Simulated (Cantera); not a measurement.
Charge: 1 mol CH3Cl, at 0.0285 Torr.

Cantera equilibrium calculation (NASA polynomials, part measured and part estimated; ideal gas, pure solids and liquids). Candidate condensed phases: C, C6H6, C7H8, C8H18; 91 gas species. Rates play no part.

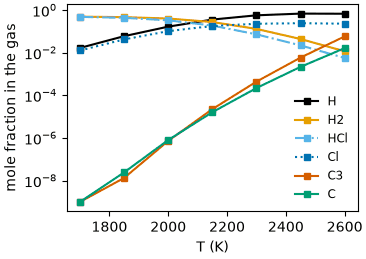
Fig. 1. Equilibrium gas composition (values under 1e-9 drawn at 1e-9)

From 1700 K to 2600 K the condensed part is C(graphite). The main C-bearing gas is C2H2 (acetylene) at 1700 K and C3 at 2600 K. The share of C in condensed phases is highest at 1700 K (100.0 %) and lowest at 2600 K (12.0 %).
